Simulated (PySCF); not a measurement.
Dissociation curve of SMILES [Cl][GeH3] (H3ClGe). The Ge1–Cl5 bond (Ge1 also carries H, H, H; Cl5 carries nothing else) is pulled apart rigidly from the PBE0/def2-TZVP optimised geometry.

Methods: UKS-r2SCAN = unrestricted r2SCAN/cc-pVDZ (PySCF); RKS-r2SCAN = restricted r2SCAN/cc-pVDZ (PySCF 2.14.0); UHF/cc-pVDZ (PySCF).

Magnitude of the dipole moment (D; its direction can reverse along the curve, and a method can change to another solution) and Mulliken charge of the fragment that holds Ge1:

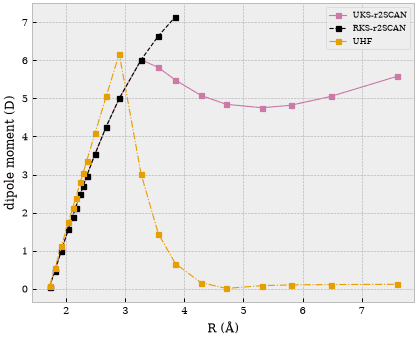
Dipole moment against bond length.

```csv
R / Å,μ UKS-r2SCAN,q UKS-r2SCAN,μ RKS-r2SCAN,q RKS-r2SCAN,μ UHF,q UHF
1.72,0.05,0.06,0.05,0.06,0.07,0.15
1.81,0.47,0.11,0.47,0.11,0.54,0.19
1.92,1.00,0.17,1.00,0.17,1.11,0.25
2.04,1.57,0.23,1.57,0.23,1.74,0.31
2.11,1.89,0.26,1.89,0.26,2.11,0.34
2.16,2.12,0.28,2.12,0.28,2.37,0.36
2.24,2.48,0.30,2.48,0.30,2.79,0.39
2.29,2.70,0.32,2.70,0.32,3.05,0.40
2.35,2.96,0.33,2.96,0.33,3.36,0.42
2.49,3.54,0.36,3.54,0.36,4.08,0.45
2.68,4.26,0.38,4.26,0.38,5.06,0.48
2.90,5.00,0.39,5.00,0.39,6.17,0.51
3.27,6.01,0.39,6.01,0.39,3.01,0.20
3.56,5.81,0.35,6.64,0.39,1.45,0.09
3.85,5.48,0.30,7.14,0.39,0.66,0.04
4.28,5.08,0.25,—,—,0.16,0.01
4.71,4.84,0.22,—,—,0.01,0.00
5.32,4.75,0.19,—,—,0.08,0.00
5.80,4.82,0.18,—,—,0.10,0.00
6.48,5.05,0.17,—,—,0.11,0.00
7.60,5.58,0.16,—,—,0.12,0.00
```

A dash means that the run gave no value there, or that the column was ended at a point which the program doubted or which failed a test of continuity chosen for this set; such a test can also cut sound points.

The unrestricted determinant behind UKS-r2SCAN is spin-contaminated at 3.56 to 7.60 Å (<S²> up to 0.8, against 0.00 for a pure singlet). At the longest distance UKS-r2SCAN leaves fractional charges on the fragments, a sign of delocalisation error or of the restricted form. The restricted form behind RKS-r2SCAN keeps the bonding electrons paired and can't separate into open-shell fragments. The unrestricted determinant behind UHF is spin-contaminated at 3.27 to 7.60 Å (<S²> up to 1.0, against 0.00 for a pure singlet).
